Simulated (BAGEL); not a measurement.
**AlSiH3OF2 (SMILES [F][Al]([F])[O][SiH3]) at HF/STO-3G (density fitting with qzvpp-jkfit)**

What is the vertical singlet–triplet gap of AlSiH3OF2 at HF/STO-3G (density fitting with qzvpp-jkfit)? 

The calculation is run with BAGEL 1.2.2.

2 further runs of the same task are left out: 2 that didn't finish. Runs told in other sessions of the task aren't counted.

### 1 The system as given

AlSiH3OF2: 8 atoms, total charge 0, spin state singlet. SMILES: `[F][Al]([F])[O][SiH3]`. The coordinates come from a PBE0-D4/def2-TZVP relaxation.

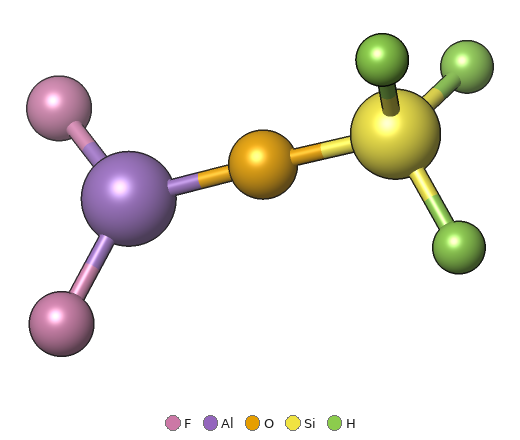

Viewed from a chosen angle; fluorine pink, aluminium purple, oxygen amber, silicon yellow, hydrogen green.

### 2 The energy at HF/STO-3G (density fitting with qzvpp-jkfit)

Contents of job.json:

```json
{ "bagel": [

{
  "title": "molecule",
  "basis": "sto-3g",
  "df_basis": "qzvpp-jkfit",
  "angstrom": true,
  "geometry": [
    { "atom": "F", "xyz": [    1.804800,   -1.724100,    1.720400 ] },
    { "atom": "Al", "xyz": [    0.792000,   -1.595300,    0.444600 ] },
    { "atom": "F", "xyz": [    0.487500,   -2.943200,   -0.427700 ] },
    { "atom": "O", "xyz": [    0.097200,   -0.144800,    0.048300 ] },
    { "atom": "Si", "xyz": [   -0.610500,    1.263800,   -0.365200 ] },
    { "atom": "H", "xyz": [   -0.891200,    2.060200,    0.856600 ] },
    { "atom": "H", "xyz": [   -1.885900,    0.995600,   -1.077700 ] },
    { "atom": "H", "xyz": [    0.298200,    2.030600,   -1.255200 ] }
  ]
},
{ "title": "hf", "charge": 0 },
{ "title": "print", "file": "orbitals.molden", "orbitals": true }

]}
```

Command:

```console
BAGEL_NUM_THREADS=1 BAGEL job.json > job.out
```

The log of the run:

```text
* using 1 threads per process

  ===============================================================
  ===============================================================

  *** Geometry ***

  { "atom" : "F", "xyz" : [      3.410578,     -3.258077,      3.251085 ] },
  { "atom" : "Al", "xyz" : [      1.496663,     -3.014680,      0.840172 ] },
  { "atom" : "F", "xyz" : [      0.921241,     -5.561842,     -0.808236 ] },
  { "atom" : "O", "xyz" : [      0.183681,     -0.273632,      0.091274 ] },
  { "atom" : "Si", "xyz" : [     -1.153678,      2.388236,     -0.690128 ] },
  { "atom" : "H", "xyz" : [     -1.684124,      3.893214,      1.618739 ] },
  { "atom" : "H", "xyz" : [     -3.563835,      1.881411,     -2.036558 ] },
  { "atom" : "H", "xyz" : [      0.563516,      3.837278,     -2.371984 ] },

  Number of auxiliary basis functions:      541

  Since a DF basis is specified, we compute 2- and 3-index integrals:
    o Being stored without compression. Storage requirement is 0.006 GB

  Number of basis functions:       36
  Number of electrons      :       56

    * METHOD: MOLECULE                             0.15

  *** RHF ***

  === Nuclear Repulsion ===
   278.5982435354

      * DIIS with orbital gradients will be used.

  === RHF iteration (sto-3g) ===
      0       -796.29391799          0.01655175           0.02
      1       -796.42047643          0.00363222           0.02
      2       -796.42578554          0.00079960           0.02
      3       -796.42616557          0.00023338           0.02
      4       -796.42620876          0.00005449           0.02
      5       -796.42621146          0.00000960           0.02
      6       -796.42621154          0.00000195           0.02
      7       -796.42621155          0.00000058           0.02
      8       -796.42621155          0.00000011           0.03
      9       -796.42621155          0.00000004           0.02
     10       -796.42621155          0.00000001           0.02
     11       -796.42621155          0.00000000           0.02
    * SCF iteration converged.

    * Permanent dipole moment:
           (    0.139960,    -0.278856,     0.080573) a.u.

    * METHOD: HF                                   0.36

    * METHOD: PRINT                                0.00

  ===============================================================
```

It took 0.72 s on 1 thread of AMD EPYC 9R45 (Zen 5), shared host.

### 3 The triplet

Contents of job.json:

```json
{ "bagel" : [

{
  "title" : "molecule",
  "basis" : "sto-3g",
  "df_basis" : "qzvpp-jkfit",
  "angstrom" : "true",
  "geometry" : [
    { "atom" : "F", "xyz" : [       1.804800,      -1.724100,       1.720400 ] },
    { "atom" : "Al", "xyz" : [       0.792000,      -1.595300,       0.444600 ] },
    { "atom" : "F", "xyz" : [       0.487500,      -2.943200,      -0.427700 ] },
    { "atom" : "O", "xyz" : [       0.097200,      -0.144800,       0.048300 ] },
    { "atom" : "Si", "xyz" : [      -0.610500,       1.263800,      -0.365200 ] },
    { "atom" : "H", "xyz" : [      -0.891200,       2.060200,       0.856600 ] },
    { "atom" : "H", "xyz" : [      -1.885900,       0.995600,      -1.077700 ] },
    { "atom" : "H", "xyz" : [       0.298200,       2.030600,      -1.255200 ] }
  ]
},

{ "title" : "uhf", "nopen" : 2 },

{ "title" : "print", "file" : "orbitals.molden", "orbitals" : "true" }

]}
```

Command:

```console
BAGEL_NUM_THREADS=1 BAGEL job.json > job.out
```

The log of the run:

```text
* using 1 threads per process

  ===============================================================
  ===============================================================

  *** Geometry ***

  { "atom" : "F", "xyz" : [      3.410578,     -3.258077,      3.251085 ] },
  { "atom" : "Al", "xyz" : [      1.496663,     -3.014680,      0.840172 ] },
  { "atom" : "F", "xyz" : [      0.921241,     -5.561842,     -0.808236 ] },
  { "atom" : "O", "xyz" : [      0.183681,     -0.273632,      0.091274 ] },
  { "atom" : "Si", "xyz" : [     -1.153678,      2.388236,     -0.690128 ] },
  { "atom" : "H", "xyz" : [     -1.684124,      3.893214,      1.618739 ] },
  { "atom" : "H", "xyz" : [     -3.563835,      1.881411,     -2.036558 ] },
  { "atom" : "H", "xyz" : [      0.563516,      3.837278,     -2.371984 ] },

  Number of auxiliary basis functions:      541

  Since a DF basis is specified, we compute 2- and 3-index integrals:
    o Being stored without compression. Storage requirement is 0.006 GB

  Number of basis functions:       36
  Number of electrons      :       56

    * METHOD: MOLECULE                             0.15

  *** Open-shell HF ***

  === Nuclear Repulsion ===
   278.5982435354

      * DIIS with orbital gradients will be used.

  === UHF iteration (sto-3g) ===
      0       -795.87360460          0.03246424           0.05
      1       -796.10567780          0.01188130           0.05
      2       -796.14310914          0.00502399           0.05
      3       -796.15139939          0.00206236           0.05
      4       -796.15360446          0.00044681           0.05
      5       -796.15379411          0.00019764           0.05
      6       -796.15397010          0.00010932           0.04
      7       -796.15404947          0.00003609           0.04
      8       -796.15405480          0.00000826           0.04
      9       -796.15405506          0.00000370           0.05
     10       -796.15405514          0.00000181           0.05
     11       -796.15405516          0.00000098           0.05
     12       -796.15405517          0.00000056           0.05
     13       -796.15405517          0.00000041           0.05
     14       -796.15405517          0.00000027           0.05
     15       -796.15405517          0.00000014           0.05
     16       -796.15405517          0.00000007           0.04
     17       -796.15405517          0.00000005           0.04
     18       -796.15405517          0.00000004           0.04
     19       -796.15405517          0.00000004           0.04
     20       -796.15405517          0.00000003           0.05
     21       -796.15405517          0.00000003           0.05
     22       -796.15405517          0.00000003           0.05
     23       -796.15405517          0.00000002           0.05
     24       -796.15405517          0.00000001           0.05
    * SCF iteration converged.

    * S^2 (UHF) is 2.0104

    * Permanent dipole moment:
           (    0.596522,    -1.133628,     0.295004) a.u.

    * METHOD: UHF                                  1.25

    * METHOD: PRINT                                0.00

  ===============================================================
```

Wall time 1.6 s (1 thread of AMD EPYC 9R45 (Zen 5), shared host).

### 4 Results

At HF/STO-3G (density fitting with qzvpp-jkfit):

```
                                        quantity          value
                           singlet: total energy  -796.42621 Eh
                          singlet: dipole moment         0.82 D
                            singlet: HOMO energy       -8.22 eV
                            singlet: LUMO energy       10.40 eV
                          singlet: HOMO–LUMO gap       18.62 eV
                           triplet: total energy  -796.15406 Eh
                          triplet: dipole moment         3.34 D
                                   triplet: ⟨S²⟩          2.010
vertical energy of the triplet above the singlet       7.406 eV
```

What this shows: At this shape the triplet lies 7.41 eV (171 kcal/mol) above the singlet. In a minimal basis such a difference can be off by several eV, whatever the method.
